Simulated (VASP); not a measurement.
Energy against volume of YN (rock salt). All values below come from HSE06 screened hybrid, VASP's PBE PAW potentials (set 64) (plane waves; VASP).

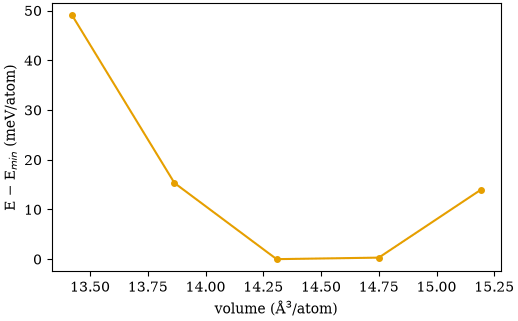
Fig. 1. Energy against volume

**Question.** Estimate the equilibrium volume and the bulk modulus.

**Answer.** The minimum lies near 14.5 Å³/atom, and the curvature gives B0 of about 170 GPa.

Measured: a 4.877 Å (computed value off by +0.0 %), as given by G. Soto et al., Computational Materials Science (2007), arXiv:cond-mat/0703568. The calculation is for a static lattice, while the measured a holds thermal and zero-point effects, which are part of the difference.

The compound is YN in the rock salt structure. It was relaxed first. The cell's shape comes from a PBE relaxation.
